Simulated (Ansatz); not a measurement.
Complex (SMILES): N#C (CH-N) with [H][H] (H2), atoms 1 to 3 the first; geometry from B3LYP-D3(BJ)/def2-TZVP, monomers rigid:
```xyz
5

C      0.0824     0.0127    -0.2975
N     -0.1799    -0.1015     0.8121
H      0.3266     0.1188    -1.3306
H     -0.9999    -0.4792     4.2527
H     -0.8279    -0.3991     3.5322
```

Basis-set convergence of the counterpoise-corrected interaction energy at PBE0 with Ansatz (an electronic-structure program). Cartesian d functions, on some or all atoms, in 6-31+G*; all else is spherical. The program fits the integrals of some runs and decomposes those of others, by size. No added dispersion term, no relativity. Functions are those of the species that has most. Reference: the value in aug-pcseg-3, -0.44 kcal/mol. Deviations are taken from unrounded values.

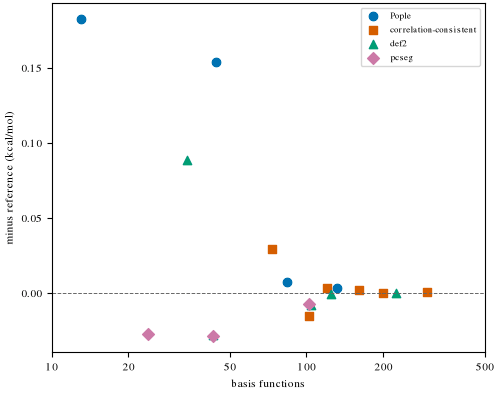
Deviation from the reference against the number of basis functions, by family of sets.

```tsv
basis	functions	counterpoise-corrected interaction energy (kcal/mol)	minus reference (kcal/mol)
STO-3G	13	-0.25	0.18
pcseg-0	24	-0.46	-0.03
def2-SV(P)	34	-0.35	0.09
def2-SVP	43	-0.46	-0.03
pcseg-1	43	-0.46	-0.03
6-31+G*	44	-0.28	0.15
aug-cc-pVDZ	73	-0.41	0.03
6-311++G(2d,2p)	84	-0.43	0.01
cc-pVTZ	102	-0.45	-0.02
pcseg-2	102	-0.44	-0.01
def2-TZVPP	104	-0.44	-0.01
jun-cc-pV(T+d)Z	120	-0.43	0.00
def2-TZVPPD	125	-0.44	0.00
6-311++G(3df,3pd)	132	-0.43	0.00
aug-cc-pVTZ	161	-0.43	0.00
cc-pVQZ	200	-0.44	0.00
def2-QZVPPD	225	-0.44	0.00
aug-cc-pVQZ	298	-0.44	0.00
```
